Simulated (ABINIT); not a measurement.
## LiNbO3 (R3c): bands and cutoff in G0W0 with ABINIT

Aim: raise bands and screening cutoff together for LiNbO3 (R3c) and follow gap and time.

Calculated with ABINIT 10.8.3; PBE and many-body steps on it, plane waves.

### 1. The starting structure

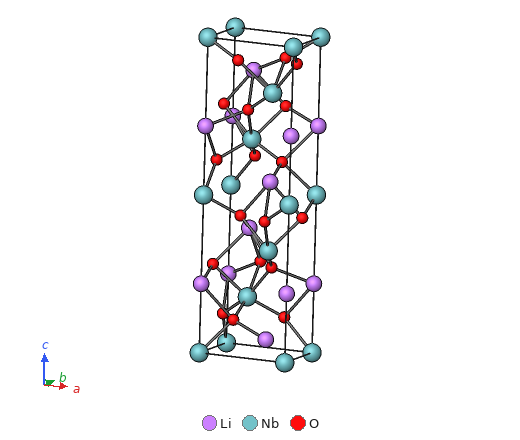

Start, viewed slightly off an axis; lithium purple, niobium teal, oxygen red. This picture shows the conventional cell, with its axes. Bonds to atoms that aren't drawn are left out. Some periodic images of atoms are drawn too.

The cell and positions come from the Crystallography Open Database and are kept as given unless a step says otherwise.

### 2. Empty states on the mesh, 2×2×2 mesh, 574 bands

This step: ABINIT 10.8.3; DFT, PBE, plane waves, norm-conserving pseudopotentials.

The sums over transitions need many empty states on a uniform mesh; this step solves for them.

The input, run.abi:

```
acell 3*1.0 Angstrom
rprim 
  2.575800000019 1.487138823389 4.623000000000
  -2.575800000018 1.487138823389 4.623000000000
  0.000000000000 -2.974277646779 4.623000000000
ntypat 3
znucl 3 41 8
natom 10
typat 1 1 2 2 3 3 3 3 3 3
xred 
  0.281500000000 0.281500000000 0.281500000000
  0.781500000000 0.781500000000 0.781500000000
  0.000055000000 0.000055000000 0.000055000000
  0.500055000000 0.500055000000 0.500055000000
  0.112310000000 0.358360000000 0.719590000000
  0.719590000000 0.112310000000 0.358360000000
  0.358360000000 0.719590000000 0.112310000000
  0.219590000000 0.858360000000 0.612310000000
  0.858360000000 0.612310000000 0.219590000000
  0.612310000000 0.219590000000 0.858360000000
pp_dirpath "pseudos"
pseudos "Li.upf, Nb.upf, O.upf"
ecut 37
ngkpt 2 2 2
nshiftk 1
shiftk 0 0 0
kptopt 1
chksymbreak 0
iscf -2
irdden 1
istwfk *1
nband 574
nbdbuf 52
tolwfr 1e-09
nstep 60
prtvol 0
indata_prefix "in"
outdata_prefix "out"
tmpdata_prefix "tmp"
```

On the command line:

```
> OMP_NUM_THREADS=2 mpirun -n 4 abinit run.abi > log
```

Numbers of over 12 decimals in the logs are rounded to 6 here.

What it wrote:

```text
.Version 10.8.3 of ABINIT. v10.8.2 released Aug 2026.

 Symmetries : space group R3 c (#161); Bravais hR (rhombohedral)
[... echo of the input left out ...]
== DATASET  1 ==================================================================
-   mpi_nproc: 4, omp_nthreads: 2 (-1 if OMP is not activated)

--- !DatasetInfo
iteration_state: {dtset: 1, }
dimensions: {natom: 10, nkpt: 4, mband: 574, nsppol: 1, nspinor: 1, nspden: 1, mpw: 7739, }
cutoff_energies: {ecut:  37.0, pawecutdg:  -1.0, }
[...]
5.95151    5.95152    5.95778    5.95837    5.95838    5.96983    5.96983    5.98198
   6.00577    6.00579    6.01795    6.02168    6.03419    6.04720    6.04738    6.06893
   6.06917    6.07003    6.08447    6.11077    6.13308    6.15288
 prteigrs : prtvol=0 or 1, do not print more k-points.

== END DATASET(S) ==============================================================
================================================================================

 -outvars: echo values of variables after computation  --------
            nband         574
             nkpt           4
          spgroup         161
 [... the other variables as echoed above ...]

 Calculation completed.
```

Wall time 3.9 min (4 MPI ranks of Arm Neoverse V2, shared host); peak memory 0.69 GiB; 25 min of CPU time.

This step gave:

- gap: 3.618 eV
- k of the valence top: 0, 0, 0
- k of the conduction bottom: 0, 0, 0
- least direct gap: 3.618 eV
- k points computed: 4
- lowest point of the top converged band, above the valence top: 149.6852 eV

On this mesh the gap is 3.618 eV.

The density comes from a self-consistent run that is not shown.

### 3. Screening, 2×2×2 mesh, 130 bands, screening to 68.6 eV

The RPA dielectric matrix is built and inverted for each q.

This step: RPA screening on PBE, plane waves, norm-conserving pseudopotentials.

run.abi: that of step 2 with these lines changed.

```diff
@@ -28,10 +28,11 @@
 chksymbreak 0
-iscf -2
-irdden 1
 istwfk *1
-nband 574
-nbdbuf 52
-tolwfr 1e-09
-nstep 60
-prtvol 0
+occopt 1
+irdwfk 1
+optdriver 3
+nband 130
+ecuteps 2.52
+inclvkb 2
+awtr 1
+symchi 1
 indata_prefix "in"
```

On the command line:

```
> OMP_NUM_THREADS=1 mpirun -n 8 abinit run.abi > log
```

What it wrote:

```text
.Version 10.8.3 of ABINIT. v10.8.2 released Aug 2026.

 Symmetries : space group R3 c (#161); Bravais hR (rhombohedral)
[... echo of the input left out ...]
== DATASET  1 ==================================================================
-   mpi_nproc: 8, omp_nthreads: 1 (-1 if OMP is not activated)

--- !DatasetInfo
iteration_state: {dtset: 1, }
dimensions: {natom: 10, nkpt: 4, mband: 130, nsppol: 1, nspinor: 1, nspden: 1, mpw: 7739, }
cutoff_energies: {ecut:  37.0, pawecutdg:  -1.0, }
electrons: {nelect:   6.80000000E+01, charge:   0.00000000E+00, occopt:   1.00000000E+00, tsmear:   1.00000000E-02, }

 SCREENING: Calculation of the susceptibility and dielectric matrices

 Based on a program developped by R.W. Godby, V. Olevano, G. Onida, and L. Reining.
 Incorporated in ABINIT by V. Olevano, G.-M. Rignanese, and M. Torrent.
.Using double precision arithmetic ; gwpc =  8

[... cell and pseudopotentials left out ...]
--------------------------------------------------------------------------------

 ==== K-mesh for the wavefunctions ====
 Number of points in the irreducible wedge :     4
[... list of points left out ...]
 Together with  6 symmetry operations and time-reversal symmetry
 yields     8 points in the full Brillouin Zone.

 ==== Q-mesh for the screening function ====
 Number of points in the irreducible wedge :     4
[... list of points left out ...]
 Together with  6 symmetry operations and time-reversal symmetry
 yields     8 points in the full Brillouin Zone.

 setmesh: FFT mesh size selected  =    36x   36x   36
          total number of points  =        46656

 vcoul_init : cutoff-mode = AUXILIARY_FUNCTION
 q-points for optical limit:   1
     1)      0.000010    0.000020    0.000030

- screening: taking advantage of time-reversal symmetry
- Maximum band index for partially occupied states nbvw = 34
- Remaining bands to be divided among processors   nbcw = 96
- Number of bands treated by each node ~12

 Number of electrons calculated from density =   68.0000; Expected =   68.0000
 average of density, n =  0.094836
 r_s =    1.3603
 omega_plasma =   29.7059 [eV]

 calculating chi0 at frequencies [eV] :
  1    0.000000E+00    0.000000E+00
  2    0.000000E+00    2.970588E+01

--------------------------------------------------------------------------------
  q-point number  1        q = ( 0.000000, 0.000000, 0.000000) [r.l.u.]
--------------------------------------------------------------------------------
[... chi0 elements left out ...]
 For q-point:  0.000010 0.000020 0.000030
  dielectric constant =   5.2375
  dielectric constant without local fields =   5.7816

  Average fulfillment of the sum rule on Im[epsilon] for q-point    1 :     55.40  [%]
[... wings left out ...]
  q-point number  2        q = ( 0.500000, 0.000000, 0.000000) [r.l.u.]
--------------------------------------------------------------------------------
[... chi0 elements left out ...]
  Average fulfillment of the sum rule on Im[epsilon] for q-point    2 :     61.70  [%]

 [... 2 further q-points ...]
```

The job ended after 20 s (8 MPI ranks; peak memory 2.4 GiB).

This step gave:

```yaml
eps_infinity_with_local_fields_on_this_mesh_along_the_program_s_q_direction: 5.237
the_same_without_local_fields: 5.782
plasma_frequency: 29.71 eV
plane_waves_in_the_screening_matrix: 145
```

Local fields lower ε∞ by 9 %. On a Γ-centred mesh this coarse the value itself is usually too large, while a short band sum pulls it down.

### 4. 130 bands, 68.6 eV

The self-energy is evaluated for the states that the input lists, and the levels follow from it, in one-shot runs by the linearised quasiparticle equation.

This step: G0W0 on PBE, plane waves, norm-conserving pseudopotentials.

run.abi: that of step 3 with these lines changed.

```diff
@@ -31,8 +31,21 @@
 irdwfk 1
-optdriver 3
+optdriver 4
 nband 130
+gwcalctyp 0
+ecutsigx 37
+symsigma 1
+nkptgw 4
+kptgw 
+  0.0000000000 0.0000000000 0.0000000000
+  0.5000000000 0.0000000000 0.0000000000
+  0.5000000000 0.5000000000 0.0000000000
+  0.5000000000 0.5000000000 0.5000000000
+bdgw 
+  33 36
+  33 36
+  33 36
+  31 36
 ecuteps 2.52
-inclvkb 2
-awtr 1
-symchi 1
+irdscr 1
+ppmodel 1
 indata_prefix "in"
```

What it wrote:

```text
.Version 10.8.3 of ABINIT. v10.8.2 released Aug 2026.

 Symmetries : space group R3 c (#161); Bravais hR (rhombohedral)
[... echo of the input left out ...]
== DATASET  1 ==================================================================
-   mpi_nproc: 8, omp_nthreads: 1 (-1 if OMP is not activated)

--- !DatasetInfo
iteration_state: {dtset: 1, }
dimensions: {natom: 10, nkpt: 4, mband: 130, nsppol: 1, nspinor: 1, nspden: 1, mpw: 7739, }
cutoff_energies: {ecut:  37.0, pawecutdg:  -1.0, }
electrons: {nelect:   6.80000000E+01, charge:   0.00000000E+00, occopt:   1.00000000E+00, tsmear:   1.00000000E-02, }

 SIGMA: Calculation of the GW corrections

 Based on a program developped by R.W. Godby, V. Olevano, G. Onida, and L. Reining.
 Incorporated in ABINIT by V. Olevano, G.-M. Rignanese, and M. Torrent.
.Using double precision arithmetic ; gwpc =  8

[... cell and pseudopotentials left out ...]
--------------------------------------------------------------------------------

 ==== K-mesh for the wavefunctions ====
 Number of points in the irreducible wedge :     4
[... list of points left out ...]
 Together with  6 symmetry operations and time-reversal symmetry
 yields     8 points in the full Brillouin Zone.

 ==== Q-mesh for screening function ====
 Number of points in the irreducible wedge :     4
[... list of points left out ...]
 Together with  6 symmetry operations and time-reversal symmetry
 yields     8 points in the full Brillouin Zone.

 vcoul_init : cutoff-mode = AUXILIARY_FUNCTION
 q-points for optical limit:   1
     1)      0.000010    0.000020    0.000030
 setmesh: FFT mesh size selected  =    60x   60x   60
          total number of points  =       216000

 Number of electrons calculated from density =   68.0000; Expected =   68.0000
 average of density, n =  0.094836
 r_s =    1.3603
 omega_plasma =   29.7059 [eV]

 === KS Band Gaps ===
  >>>> For spin  1
   Minimum direct gap =   3.6182 [eV], located at k-point      :   0.0000  0.0000  0.0000
   Fundamental gap    =   3.6182 [eV], Top of valence bands at :   0.0000  0.0000  0.0000
                                       Bottom of conduction at :   0.0000  0.0000  0.0000
 SIGMA fundamental parameters:
 PLASMON POLE MODEL  1
 number of plane-waves for SigmaX                 7739
 number of plane-waves for SigmaC and W            145
 number of plane-waves for wavefunctions          7739
 number of bands                                   130
 number of independent spin polarizations            1
 number of spinorial components                      1
 number of k-points in IBZ                           4
 number of q-points in IBZ                           4
 number of symmetry operations                       6
 number of k-points in BZ                            8
 number of q-points in BZ                            8
 number of frequencies for dSigma/dE                 9
 frequency step for dSigma/dE [eV]                0.25
 number of omega for Sigma on real axis              0
 max omega for Sigma on real axis  [eV]           0.00
 zcut for avoiding poles [eV]                     0.10

 EPSILON^-1 parameters (SCR file):
 dimension of the eps^-1 matrix on file            145
 dimension of the eps^-1 matrix used               145
 number of plane-waves for wavefunctions          7739
 number of bands                                   130
 number of q-points in IBZ                           4
 number of frequencies                               2
 number of real frequencies                          1
 number of imag frequencies                          1

 matrix elements of self-energy operator (all in [eV])

 Perturbative Calculation

--- !SelfEnergy_ee
iteration_state: {dtset: 1, }
kpoint     : [   0.000,    0.000,    0.000, ]
spin       : 1
KS_gap     :    3.618
QP_gap     :    5.204
Delta_QP_KS:    1.586
data: !SigmaeeData |
     Band     E0 <VxcDFT>   SigX SigC(E0)      Z dSigC/dE  Sig(E)    E-E0       E
       33   4.475 -19.870 -24.337   4.762   0.784  -0.275 -19.639   0.231   4.706
       34   4.475 -19.870 -24.337   4.762   0.784  -0.275 -19.639   0.231   4.706
       35   8.093 -17.110 -11.208  -3.688   0.820  -0.219 -15.293   1.817   9.911
       36   8.093 -17.110 -11.208  -3.688   0.820  -0.219 -15.293   1.817   9.911

--- !SelfEnergy_ee
iteration_state: {dtset: 1, }
kpoint     : [   0.500,    0.000,    0.000, ]
spin       : 1
KS_gap     :    4.137
QP_gap     :    5.783
Delta_QP_KS:    1.646
data: !SigmaeeData |
     Band     E0 <VxcDFT>   SigX SigC(E0)      Z dSigC/dE  Sig(E)    E-E0       E
       33   4.262 -19.635 -24.169   4.761   0.785  -0.274 -19.456   0.178   4.440
       34   4.262 -19.635 -24.169   4.761   0.785  -0.274 -19.456   0.178   4.440
[...]
--- !SelfEnergy_ee
iteration_state: {dtset: 1, }
kpoint     : [   0.500,    0.500,    0.000, ]
spin       : 1
KS_gap     :    3.890
QP_gap     :    5.528
Delta_QP_KS:    1.638
data: !SigmaeeData |
     Band     E0 <VxcDFT>   SigX SigC(E0)      Z dSigC/dE  Sig(E)    E-E0       E
[...]
--- !SelfEnergy_ee
iteration_state: {dtset: 1, }
kpoint     : [   0.500,    0.500,    0.500, ]
spin       : 1
KS_gap     :    4.981
QP_gap     :    6.683
Delta_QP_KS:    1.702
data: !SigmaeeData |
     Band     E0 <VxcDFT>   SigX SigC(E0)      Z dSigC/dE  Sig(E)    E-E0       E
[...]
34   4.165 -19.525 -24.052   4.738   0.785  -0.273 -19.360   0.166   4.331
       35   9.146 -17.542 -11.278  -3.951   0.808  -0.238 -15.674   1.868  11.014
       36   9.146 -17.542 -11.278  -3.951   0.808  -0.238 -15.674   1.868  11.014

 New Fermi energy :        2.437757E-01 Ha ,    6.633474E+00 eV

 === QP Band Gaps ===
  >>>> For spin  1
   Minimum direct gap =   5.2044 [eV], located at k-point      :   0.0000  0.0000  0.0000
   Fundamental gap    =   5.2044 [eV], Top of valence bands at :   0.0000  0.0000  0.0000
                                       Bottom of conduction at :   0.0000  0.0000  0.0000

== END DATASET(S) ==============================================================
================================================================================

 -outvars: echo values of variables after computation  --------
           etotal      0.0000000000E+00
            nband         130
             nkpt           4
          spgroup         161
 [... the other variables as echoed above ...]

 Calculation completed.
```

Run time: 5.7 s. Hardware: 8 MPI ranks; peak memory 1.7 GiB; 45 s of CPU time.

Numbers from this step:

| Item | Value |
| --- | --- |
| G0W0 gap on the mesh | 5.205 eV |
| starting gap on the mesh | 3.618 eV |
| k of the valence top | 0, 0, 0 |
| k of the conduction bottom | 0, 0, 0 |
| Z at the valence top | 0.784 |
| Z at the conduction bottom | 0.82 |
| least direct G0W0 gap on the computed points | 5.205 eV |

The gap on the mesh goes from 3.62 eV to 5.20 eV, a correction of +1.59 eV.

### 5. Screening, 2×2×2 mesh, 181 bands, screening to 90.6 eV

This step: RPA screening on PBE, plane waves, norm-conserving pseudopotentials.

run.abi: that of step 4 with these lines changed.

```diff
@@ -31,21 +31,8 @@
 irdwfk 1
-optdriver 4
-nband 130
-gwcalctyp 0
-ecutsigx 37
-symsigma 1
-nkptgw 4
-kptgw 
-  0.0000000000 0.0000000000 0.0000000000
-  0.5000000000 0.0000000000 0.0000000000
-  0.5000000000 0.5000000000 0.0000000000
-  0.5000000000 0.5000000000 0.5000000000
-bdgw 
-  33 36
-  33 36
-  33 36
-  31 36
-ecuteps 2.52
-irdscr 1
-ppmodel 1
+optdriver 3
+nband 181
+ecuteps 3.33
+inclvkb 2
+awtr 1
+symchi 1
 indata_prefix "in"
```

What it wrote:

```text
.Version 10.8.3 of ABINIT. v10.8.2 released Aug 2026.

 Symmetries : space group R3 c (#161); Bravais hR (rhombohedral)
[... echo of the input left out ...]
== DATASET  1 ==================================================================
-   mpi_nproc: 8, omp_nthreads: 1 (-1 if OMP is not activated)

--- !DatasetInfo
iteration_state: {dtset: 1, }
dimensions: {natom: 10, nkpt: 4, mband: 181, nsppol: 1, nspinor: 1, nspden: 1, mpw: 7739, }
cutoff_energies: {ecut:  37.0, pawecutdg:  -1.0, }
electrons: {nelect:   6.80000000E+01, charge:   0.00000000E+00, occopt:   1.00000000E+00, tsmear:   1.00000000E-02, }

 SCREENING: Calculation of the susceptibility and dielectric matrices

 Based on a program developped by R.W. Godby, V. Olevano, G. Onida, and L. Reining.
 Incorporated in ABINIT by V. Olevano, G.-M. Rignanese, and M. Torrent.
.Using double precision arithmetic ; gwpc =  8

[... cell and pseudopotentials left out ...]
--------------------------------------------------------------------------------

 ==== K-mesh for the wavefunctions ====
 Number of points in the irreducible wedge :     4
[... list of points left out ...]
 Together with  6 symmetry operations and time-reversal symmetry
 yields     8 points in the full Brillouin Zone.

 ==== Q-mesh for the screening function ====
 Number of points in the irreducible wedge :     4
[... list of points left out ...]
 Together with  6 symmetry operations and time-reversal symmetry
 yields     8 points in the full Brillouin Zone.

 setmesh: FFT mesh size selected  =    40x   40x   40
          total number of points  =        64000

 vcoul_init : cutoff-mode = AUXILIARY_FUNCTION
 q-points for optical limit:   1
     1)      0.000010    0.000020    0.000030

- screening: taking advantage of time-reversal symmetry
- Maximum band index for partially occupied states nbvw = 34
- Remaining bands to be divided among processors   nbcw = 147
- Number of bands treated by each node ~18

 Number of electrons calculated from density =   68.0000; Expected =   68.0000
 average of density, n =  0.094836
 r_s =    1.3603
 omega_plasma =   29.7059 [eV]

 calculating chi0 at frequencies [eV] :
  1    0.000000E+00    0.000000E+00
  2    0.000000E+00    2.970588E+01

--------------------------------------------------------------------------------
  q-point number  1        q = ( 0.000000, 0.000000, 0.000000) [r.l.u.]
--------------------------------------------------------------------------------
[... chi0 elements left out ...]
 For q-point:  0.000010 0.000020 0.000030
  dielectric constant =   5.2280
  dielectric constant without local fields =   5.7964

  Average fulfillment of the sum rule on Im[epsilon] for q-point    1 :     65.73  [%]
[... wings left out ...]
  q-point number  2        q = ( 0.500000, 0.000000, 0.000000) [r.l.u.]
--------------------------------------------------------------------------------
[... chi0 elements left out ...]
  Average fulfillment of the sum rule on Im[epsilon] for q-point    2 :     70.61  [%]

 [... 2 further q-points ...]
```

Run time: 32 s. Hardware: 8 MPI ranks; peak memory 3 GiB.

Numbers from this step:

| Property | Result |
| --- | --- |
| ε∞ with local fields, on this mesh, along the program's q direction | 5.228 |
| the same without local fields | 5.796 |
| plasma frequency | 29.71 eV |
| plane waves in the screening matrix | 193 |

(Continued in part 2 of 2.)

[Paths, hosts, dates, memory and timing lines, banners, echoed tables and standing remarks are left out of the program output.]

[Logs are printed without paths, hosts, clocks, repeated set-up lines and the standing remarks that a program may print on its own settings, such as how far it seeks lower states.]

[Runs of the session that timed out or met a known fault of the program may be left out.]

[Hosts, paths, dates, database ids (printed as entryN), source tags and the programs' standing remarks are cut or masked in the printed files.]

[G0W0 gaps are taken among the corrected bands and points alone; a level outside them can change the order at an edge.]

[Where Ansatz stands beside ABINIT at settings called matched, ABINIT's density can come from a denser mesh and the files from another edition; pairs whose starting gaps differed by over 0.03 eV were left out, so agreement reads better than it is.]
